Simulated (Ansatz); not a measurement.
# quartet SiNH4: levels of theory compared

We compute a comparison of 6 runs (UHF/3-21G, U-wB97M-V/def2-TZVP, UB2PLYP/def2-TZVP, UB3LYP/def2-TZVP, UBHLYP/def2-TZVP, UBLYP/def2-TZVP) of quartet SiNH4. 

Program for the calculation: Ansatz 0.2.0.

43 further runs of the same task are left out: 43 set aside as unsound or not needed.

### Step 1. The system as given

SiNH4 has 6 atoms, charge 0, and is taken as a quartet. As SMILES of the parent species, `[NH][SiH3]`. Geometry: relaxed at PBE0-D4/def2-TZVP. That shape belongs to the parent species and isn't relaxed for this state.

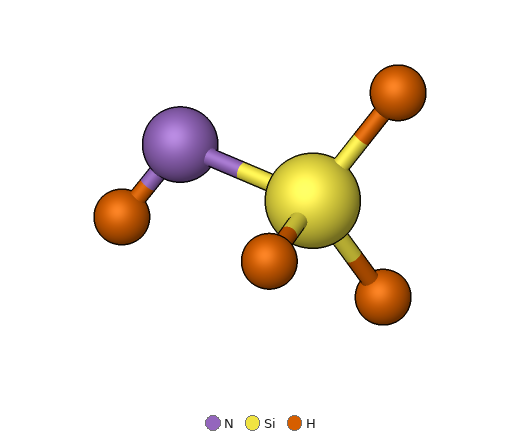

The structure, seen from a chosen angle (nitrogen purple, silicon yellow, hydrogen orange).

### Step 2. A single-point energy at UHF/3-21G (run 1)

The input, job.yaml:

```yaml
crystal:
  periodic: [false, false, false]
  atoms:
    - symbol: "N"
      position_ang: [0.592100, -0.835200, 0.909500]
    - symbol: Si
      position_ang: [-0.203700, 0.347600, -0.110000]
    - symbol: H
      position_ang: [0.922800, -1.640700, 0.372700]
    - symbol: H
      position_ang: [-1.310600, -0.282300, -0.885500]
    - symbol: H
      position_ang: [0.789500, 0.911800, -1.068900]
    - symbol: H
      position_ang: [-0.748100, 1.434800, 0.736200]
basis:
  gaussian:
    orbitals: 3-21G.json
magnetization:
  spin_polarized: true
  initial_magnetization: 3
hamiltonian:
  xc: hf
accuracy: high
output: {orbitals: {seedname: orbitals}}
```

The basis set 3-21G is read from a file made from the Basis Set Exchange's data (not shown).

The run is started by

```
$ ansatz run job.yaml --threads 1 --pin off --max-ram 3480MiB --events-out events.jsonl --progress --plain --runs-dir runs
```

What it wrote:

```text
Warning: RAYON_NUM_THREADS=1 ignored (pool sized by the plan → 1); use --threads N
Functional definition: HF
  name "HF"
  exchange = exact_x
  correlation = 0
676 factors; integrals over basis functions are off by at most 4.0e-9 eV
mean field evaluation 1: about -9347.3918 eV, gradient 9.6e0 eV
mean field evaluation 2: about -9347.8038 eV, gradient 9.7e0 eV
mean field evaluation 4: about -9349.1968 eV, gradient 1.4e0 eV
mean field evaluation 8: about -9349.2767 eV, gradient 2.0e-1 eV
mean field evaluation 16: about -9349.2793 eV, gradient 1.6e-8 eV
mean field evaluation 32: about -9348.8372 eV, gradient 6.0e0 eV
mean field -9349.27927761 eV, -343.5796762831 hartree, gradient 2.7e-8 eV, S^2 3.761588; 2 other end points of the search recorded, 0 dependent functions left out
reference -9349.27927761 eV, -343.5796762831 hartree; 14, 11 occupied and 16, 19 virtual orbitals, 676 factors
Total energy: -9349.27927761 eV, -343.5796762831 hartree
```

It took 0.28 s on 1 thread of Arm Neoverse V2, shared host.

### Step 3. A single-point energy at U-wB97M-V/def2-TZVP (run 2)

The input, in.yaml:

```yaml
crystal:
  periodic: [false, false, false]
  atoms:
    - {symbol: N, position_ang: [0.592100, -0.835200, 0.909500]}
    - {symbol: Si, position_ang: [-0.203700, 0.347600, -0.110000]}
    - {symbol: H, position_ang: [0.922800, -1.640700, 0.372700]}
    - {symbol: H, position_ang: [-1.310600, -0.282300, -0.885500]}
    - {symbol: H, position_ang: [0.789500, 0.911800, -1.068900]}
    - {symbol: H, position_ang: [-0.748100, 1.434800, 0.736200]}
basis:
  gaussian: {orbitals: def2-TZVP}
magnetization: {spin_polarized: true, initial_magnetization: 3}
hamiltonian: {xc: {name: wB97M-V}}
accuracy: high
output: {orbitals: {seedname: orbitals}}
```

The run is started by

```
$ ansatz run in.yaml --threads 1 --pin off --max-ram 3480MiB --events-out events.jsonl --progress --plain --runs-dir runs
```

What it wrote:

```text
Warning: RAYON_NUM_THREADS=1 ignored (pool sized by the plan → 1); use --threads N
Functional definition: wB97M-V
  name "wB97M-V"
  parameter omega = 0.3/bohr
  parameter cx = 0.15
  parameter cx01 = 1.007
  parameter cx10 = 0.259
  parameter css00 = 0.443
  parameter css04 = -1.437
  parameter css10 = -4.535
  parameter css20 = -3.390
  parameter css43 = 4.278
  parameter cos00 = 1.000
  parameter cos10 = 1.358
  parameter cos20 = 2.924
  parameter cos21 = -8.812
  parameter cos60 = -1.390
  parameter cos61 = 9.142
  parameter b = 6.0
  parameter c = 0.01
  gx(w, u) = 1 - cx + cx01*u + cx10*w
  gss(w, u) = css00 + css04*u^4 + css10*w + css20*w^2 + css43*w^4*u^3
  gos(w, u) = cos00 + cos10*w + (cos20 + cos21*u)*w^2 + (cos60 + cos61*u)*w^6
  exchange = spin_sum(e_x_unif_sr(omega)*gx(b97_w, b97_u_x)) + cx*exact_x_sr(omega) + exact_x_lr(omega)
  correlation = spin_sum(e_c_pw_mod_same_spin*gss(b97_w, b97_u_same))
      + integral(e_c_pw_mod_opposite_spin*gos(b97_w_opposite, b97_u_opposite)) + vv10(b, c)
1669 factors; integrals over basis functions are off by at most 3.6e-9 eV
306 factors; integrals over basis functions are off by at most 1.9e-9 eV
mean field evaluation 1: about -9421.6188 eV, gradient 1.9e1 eV
mean field evaluation 2: about -9421.5632 eV, gradient 2.1e1 eV
mean field evaluation 4: about -9423.5917 eV, gradient 1.2e0 eV
mean field evaluation 8: about -9423.7221 eV, gradient 2.5e-1 eV
mean field evaluation 16: about -9423.7312 eV, gradient 1.1e-2 eV
mean field evaluation 32: about -9423.7312 eV, gradient 9.5e-6 eV
mean field -9423.73117798 eV, -346.3157331563 hartree, gradient 8.7e-8 eV, S^2 3.760095; 2 other end points of the search recorded, 0 dependent functions left out
reference -9423.73118194 eV, -346.3157333020 hartree; 14, 11 occupied and 78, 81 virtual orbitals, 1669 factors
Total energy: -9423.73118194 eV, -346.3157333020 hartree
```

It took 78 s on 1 thread of Arm Neoverse V2, shared host; peak memory 0.69 GiB.

Run 3 isn't shown in full; the table further down has it.

### Step 4. A single-point energy at UB3LYP/def2-TZVP (run 4)

The input, in.yaml:

```yaml
crystal:
  periodic: [false, false, false]
  atoms:
    - {symbol: "N", position_ang: [0.592100, -0.835200, 0.909500]}
    - {symbol: Si, position_ang: [-0.203700, 0.347600, -0.110000]}
    - {symbol: H, position_ang: [0.922800, -1.640700, 0.372700]}
    - {symbol: H, position_ang: [-1.310600, -0.282300, -0.885500]}
    - {symbol: H, position_ang: [0.789500, 0.911800, -1.068900]}
    - {symbol: H, position_ang: [-0.748100, 1.434800, 0.736200]}
basis:
  gaussian:
    orbitals: def2-TZVP
magnetization:
  spin_polarized: true
  initial_magnetization: 3
hamiltonian:
  xc: {name: B3LYP}
accuracy: high
output:
  orbitals: {seedname: orbitals}
```

The run is started by

```
$ ansatz run in.yaml --threads 1 --pin off --max-ram 3480MiB --events-out events.jsonl --progress --plain --runs-dir runs
```

What it wrote:

```text
Warning: RAYON_NUM_THREADS=1 ignored (pool sized by the plan → 1); use --threads N
Functional definition: B3LYP
  name "B3LYP"
  parameter a0 = 0.2
  parameter ax = 0.72
  parameter ac = 0.81
  exchange = (1 - a0 - ax)*slater_x + ax*b88_x + a0*exact_x
  correlation = (1 - ac)*vwn_rpa_c + ac*lyp_c
1669 factors; integrals over basis functions are off by at most 3.6e-9 eV
mean field evaluation 1: about -9423.0499 eV, gradient 2.6e1 eV
mean field evaluation 2: about -9416.8151 eV, gradient 4.2e1 eV
mean field evaluation 4: about -9425.9750 eV, gradient 6.5e0 eV
mean field evaluation 8: about -9426.3068 eV, gradient 2.6e-1 eV
mean field evaluation 16: about -9426.3081 eV, gradient 2.9e-4 eV
mean field -9426.30809475 eV, -346.4104331010 hartree, gradient 7.1e-8 eV, S^2 3.760306; 0 other end points of the search recorded, 0 dependent functions left out
reference -9426.30813159 eV, -346.4104344548 hartree; 14, 11 occupied and 78, 81 virtual orbitals, 1669 factors
Total energy: -9426.30813159 eV, -346.4104344548 hartree
```

Run time: 8.4 s. Hardware: 1 thread of Arm Neoverse V2, shared host; peak memory 0.3 GiB.

Run 5 isn't shown in full; the table further down has it.

### Step 5. A single-point energy at UBLYP/def2-TZVP (run 6)

The input, molecule.yaml:

```yaml
crystal:
  periodic: [false, false, false]
  atoms:
    - {symbol: N, position_ang: [0.592100, -0.835200, 0.909500]}
    - {symbol: Si, position_ang: [-0.203700, 0.347600, -0.110000]}
    - {symbol: H, position_ang: [0.922800, -1.640700, 0.372700]}
    - {symbol: H, position_ang: [-1.310600, -0.282300, -0.885500]}
    - {symbol: H, position_ang: [0.789500, 0.911800, -1.068900]}
    - {symbol: H, position_ang: [-0.748100, 1.434800, 0.736200]}
basis:
  gaussian:
    orbitals: def2-TZVP
magnetization:
  spin_polarized: true
  initial_magnetization: 3
output:
  orbitals: {seedname: orbitals}
hamiltonian:
  xc: {name: BLYP}
accuracy: high
```

The run is started by

```
$ ansatz run molecule.yaml --threads 1 --pin off --max-ram 3480MiB --events-out events.jsonl --progress --plain --runs-dir runs
```

What it wrote:

```text
Warning: RAYON_NUM_THREADS=1 ignored (pool sized by the plan → 1); use --threads N
Functional definition: BLYP
  name "BLYP"
  parameter beta = 0.0042
  parameter a = 0.04918
  parameter b = 0.132
  parameter c = 0.2533
  parameter d = 0.349
  exchange = b88_x(beta = beta)
  correlation = lyp_c(a = a, b = b, c = c, d = d)
1669 factors; integrals over basis functions are off by at most 3.6e-9 eV
mean field evaluation 1: about -9420.1296 eV, gradient 3.4e1 eV
mean field evaluation 2: about -9398.7149 eV, gradient 6.7e1 eV
mean field evaluation 4: about -9424.0169 eV, gradient 1.2e1 eV
mean field evaluation 8: about -9425.1945 eV, gradient 4.2e-1 eV
mean field evaluation 16: about -9425.1827 eV, gradient 3.2e-4 eV
mean field evaluation 32: about -9423.4150 eV, gradient 4.9e0 eV
mean field -9425.18269445 eV, -346.3690754028 hartree, gradient 3.5e-8 eV, S^2 3.756959; 3 other end points of the search recorded, 0 dependent functions left out
reference -9425.18274479 eV, -346.3690772526 hartree; 14, 11 occupied and 78, 81 virtual orbitals, 1669 factors
Total energy: -9425.18274479 eV, -346.3690772526 hartree
```

Run time: 6.9 s. Hardware: 1 thread of Arm Neoverse V2, shared host; peak memory 0.25 GiB.

### Step 6. The series

| run | level | frozen core orbitals | energy (Eh) | HOMO energy (eV) | ⟨S²⟩ | wall time |
| --- | --- | --- | --- | --- | --- | --- |
| 1 | UHF/3-21G | – | -343.579676 | -2.95 | 3.762 | 0.28 s |
| 2 | U-wB97M-V/def2-TZVP | – | -346.315733 | -3.80 | 3.760 | 78 s |
| 3 | UB2PLYP/def2-TZVP | 6 | -346.202408 | -2.64 | 3.763 | 11 s |
| 4 | UB3LYP/def2-TZVP | – | -346.410434 | -2.09 | 3.760 | 8.4 s |
| 5 | UBHLYP/def2-TZVP | – | -346.347107 | -2.67 | 3.763 | 9 s |
| 6 | UBLYP/def2-TZVP | – | -346.369077 | -1.46 | 3.757 | 6.9 s |

### Step 7. What came out

| quantity | value |
| --- | --- |
| run 6: total energy | -346.36908 Eh |
| run 6: HOMO energy (highest over α and β) | -1.46 eV |
| run 6: ⟨S²⟩ | 3.757 |

**Reading.** Totals of different functionals can't be ranked against each other. All runs together took 1.9 min, the longest 78 s.
